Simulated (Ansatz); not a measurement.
# A computed series for FeNi3: pressure series

Start from FeNi₃ in the Cu3Au type structure (space group Pm-3m, No. 221; ferromagnetic).

```
CELL_PARAMETERS angstrom
      3.51425     0.00000     0.00000
      0.00000     3.51425     0.00000
      0.00000     0.00000     3.51425
ATOMIC_POSITIONS crystal
  Ni 0.00000 0.50000 0.50000
  Ni 0.50000 0.50000 0.00000
  Ni 0.50000 0.00000 0.50000
  Fe 0.00000 0.00000 0.00000
```

Cell and atoms are relaxed at each pressure.

All numbers come from plane-wave PAW DFT at the r2SCAN level (Ansatz, a program for electronic structure, 500 eV), spin-orbit coupling left out.

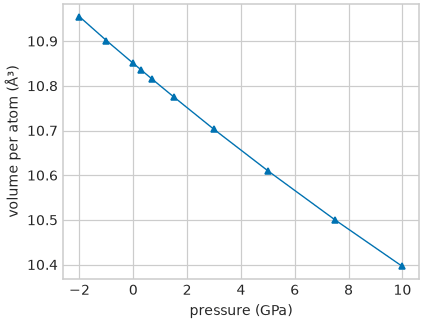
*Volume per atom against pressure*

```csv
pressure (GPa),volume per atom
-2,10.95 Å³
-1,10.90 Å³
0.3,10.84 Å³
0.7,10.82 Å³
1.5,10.78 Å³
3,10.70 Å³
5,10.61 Å³
7.5,10.50 Å³
10,10.40 Å³
```

The magnetic state is the one reached from the starting moments; the real material's order can differ, and small cells can't hold many antiferromagnetic ones. Load acts through the strain it causes; cell and atoms are relaxed under it. Stability against distortions was not tested. No other phases were tried under pressure.
